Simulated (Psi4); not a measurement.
# TPSSh/6-311+G(d,p) run of BNH3OF (SMILES NB(O)F)

Aim: the vertical ionisation energy of BNH3OF at TPSSh/6-311+G**, from 2 runs. 

Program for the calculation: Psi4 1.11.

## Step 1: The system as given

The species is BNH3OF (7 atoms), meant as a singlet with charge 0. SMILES: `NB(O)F`. The coordinates come from a PBE0-D4/def2-TZVP relaxation. This is one conformer, not always the lowest.

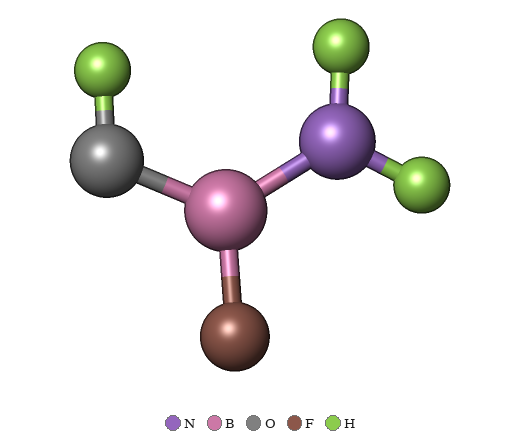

The structure, seen from a chosen angle (nitrogen purple, boron pink, oxygen grey, fluorine brown, hydrogen green).

## Step 2: A single-point energy at TPSSh/6-311+G(d,p)

The input, bfh3no.in:

```
memory 2200 MB

molecule {
  N     -1.00495635     1.42371966    -0.06066021
  B      0.07426624    -0.95563450    -0.54575290
  O      2.09060401    -1.97344099     0.69352949
  F     -0.93503649    -2.37765341    -2.37406293
  H     -2.49519437     2.04411675    -1.05767971
  H     -0.39703146     2.63484514     1.26328191
  H      2.78299966    -0.92445402     1.99498387
  units au
  symmetry c1
}

set puream true
set e_convergence 1e-09
set d_convergence 1e-08
set scf_type pk
set dft_radial_points 99
set dft_spherical_points 590

e_tot, wfn = energy("tpssh/6-311+G**", return_wfn=True)
oeprop(wfn, "MULLIKEN_CHARGES", "MAYER_INDICES", "WIBERG_LOWDIN_INDICES", title="TPSSH")
```

Command:

```bash
$ psi4 -n 1 bfh3no.in bfh3no.out
```

bfh3no.out:

```text
[...]
  Running in c1 symmetry.
[...]
  Nuclear repulsion =  114.658705495019618
[...]
  Multiplicity = 1
[...]
  Nalpha       = 16
  Nbeta        = 16
[...]
    Number of basis functions: 106
[...]
   @RKS iter   1:  -256.24958707947087   -2.61665e-01   1.05810e-02 ADIIS/DIIS
[...]
   @RKS iter  11:  -256.71196416136235   -9.09495e-12   5.24598e-09 DIIS
[...]
    Orbital Energies [Eh]
    ---------------------
    Doubly Occupied:
       1A    -24.579247     2A    -19.065151     3A    -14.246336
       4A     -6.756958     5A     -1.169235     6A     -1.011599
       7A     -0.857557     8A     -0.560216     9A     -0.520065
      10A     -0.498279    11A     -0.456222    12A     -0.423212
      13A     -0.375958    14A     -0.354892    15A     -0.336784
      16A     -0.270144
[...]
  @RKS Final Energy:  -256.71196416136235
   => Energetics <=
    Nuclear Repulsion Energy =            114.6587054950196176
    One-Electron Energy =                -580.4136491453750750
    Two-Electron Energy =                 237.3421216384452634
    DFT Exchange-Correlation Energy =     -28.2991421494521198
    Empirical Dispersion Energy =           0.0000000000000000
    VV10 Nonlocal Energy =                  0.0000000000000000
    Total Energy =                       -256.7119641613623457
[...]
 Multipole Moments:
 ------------------------------------------------------------------------------------
     Multipole            Electronic (a.u.)      Nuclear  (a.u.)        Total (a.u.)
 ------------------------------------------------------------------------------------
 L = 1.  Multiply by 2.5417464519 to convert [e a0] to [Debye]
 Dipole X            :         -0.3768958            0.3641782           -0.0127176
 Dipole Y            :         -2.7676125            4.0138763            1.2462638
 Dipole Z            :         -2.0831438            2.8517547            0.7686109
 Magnitude           :                                                    1.4642739
[...]
  Mulliken Charges: (a.u.)
   Center  Symbol    Alpha    Beta     Spin     Total
       1     N     3.86297  3.86297  0.00000 -0.72595
       2     B     2.30091  2.30091  0.00000  0.39818
       3     O     4.21242  4.21242  0.00000 -0.42483
       4     F     4.51717  4.51717  0.00000 -0.03433
       5     H     0.36128  0.36128  0.00000  0.27745
       6     H     0.37215  0.37215  0.00000  0.25570
       7     H     0.37311  0.37311  0.00000  0.25378
   Total alpha = 16.00000, Total beta = 16.00000, Total charge =  0.00000
  Mayer Bond Indices:
[...]
```

Run time: 65 s. Hardware: 1 thread of Intel Xeon Platinum 8259CL at 2.50GHz (Skylake/Cascade Lake), shared host; peak memory 0.98 GiB.

## Step 3: The doublet cation, same level

The input, bfh3no.xyz:

```xyz
7
BFH3NO
N     -0.531800     0.753400    -0.032100
B      0.039300    -0.505700    -0.288800
O      1.106300    -1.044300     0.367000
F     -0.494800    -1.258200    -1.256300
H     -1.320400     1.081700    -0.559700
H     -0.210100     1.394300     0.668500
H      1.472700    -0.489200     1.055700
```

The input, job.py:

```python
import psi4

psi4.set_memory('2200 MB')
psi4.set_num_threads(1)
psi4.core.set_output_file('run.log', False)

with open('bfh3no.xyz') as f:
    atoms = ''.join(f.readlines()[2:])
geom = psi4.geometry('1 2\n' + atoms + 'symmetry c1\nno_reorient\nno_com')

options = {'reference': 'uks', 'puream': True, 'e_convergence': 1e-09, 'd_convergence': 1e-08, 'scf_type': 'pk', 'dft_radial_points': 99, 'dft_spherical_points': 590, 'maxiter': 100}
psi4.set_options(options)

e, wfn = psi4.energy("tpssh/6-311+G**", return_wfn=True)
print('E =', round(e, 9))
```

Command:

```bash
$ python job.py
```

run.log:

```text
[...]
  Running in c1 symmetry.
[...]
  Nuclear repulsion =  114.658705407158465
[...]
  Multiplicity = 2
[...]
  Nalpha       = 16
  Nbeta        = 15
[...]
    Number of basis functions: 106
[...]
   @UKS iter   1:  -256.09594997511817   -1.08028e-01   7.61358e-03 ADIIS/DIIS
[...]
   @UKS iter  14:  -256.32363643062831   -1.76215e-12   9.27719e-09 DIIS
[...]
   @S^2 Observed:                7.598138302E-01
[...]
    Orbital Energies [Eh]
    ---------------------
    Alpha Occupied:
       1A    -24.816633     2A    -19.353812     3A    -14.634376
       4A     -7.037889     5A     -1.404274     6A     -1.290055
       7A     -1.219508     8A     -0.842113     9A     -0.836122
      10A     -0.807689    11A     -0.703601    12A     -0.699971
      13A     -0.630166    14A     -0.627537    15A     -0.609376
      16A     -0.602176
    Alpha Virtual:
      17A     -0.224687    18A     -0.202979    19A     -0.166221
      20A     -0.147516    21A     -0.119466    22A     -0.114887
      23A     -0.081771    24A     -0.062499    25A     -0.048946
[...]
  @UKS Final Energy:  -256.32363643062831
   => Energetics <=
    Nuclear Repulsion Energy =            114.6587054071584646
    One-Electron Energy =                -571.3865839748523285
    Two-Electron Energy =                 228.3987214961329926
    DFT Exchange-Correlation Energy =     -27.9944793590673839
    Empirical Dispersion Energy =           0.0000000000000000
    VV10 Nonlocal Energy =                  0.0000000000000000
    Total Energy =                       -256.3236364306283122
[...]
 Multipole Moments:
 ------------------------------------------------------------------------------------
     Multipole            Electronic (a.u.)      Nuclear  (a.u.)        Total (a.u.)
 ------------------------------------------------------------------------------------
 L = 1.  Multiply by 2.5417464519 to convert [e a0] to [Debye]
 Dipole X            :         -1.7589139            1.5369143           -0.2219996
 Dipole Y            :         29.8135899          -28.2440356            1.5695542
 Dipole Z            :         17.5306865          -16.7711304            0.7595561
 Magnitude           :                                                    1.7577570
[...]
```

Standard output:

```text
E = -256.323636431
```

It took 2 min on 1 thread of Intel Xeon Platinum 8259CL at 2.50GHz (Skylake/Cascade Lake), shared host; peak memory 0.98 GiB.

## Step 4: Outcome

Level: TPSSh/6-311+G**.

| quantity | value |
| --- | --- |
| singlet BNH3OF: total energy | -256.71196 Eh |
| singlet BNH3OF: dipole moment | 3.72 D |
| singlet BNH3OF: HOMO energy | -7.35 eV |
| singlet BNH3OF: LUMO energy | -0.60 eV |
| singlet BNH3OF: HOMO–LUMO gap | 6.75 eV |
| doublet cation: total energy | -256.32364 Eh |
| doublet cation: HOMO energy (highest over α and β) | -15.67 eV |
| doublet cation: LUMO energy (lowest over α and β) | -13.73 eV |
| doublet cation: ⟨S²⟩ | 0.760 |
| vertical ionisation energy (to the doublet cation) | 10.567 eV |

Removing an electron at fixed nuclei costs 10.57 eV (1020 kJ/mol). The negative HOMO energy of the first species, 7.35 eV, lies 3.22 eV below that difference.
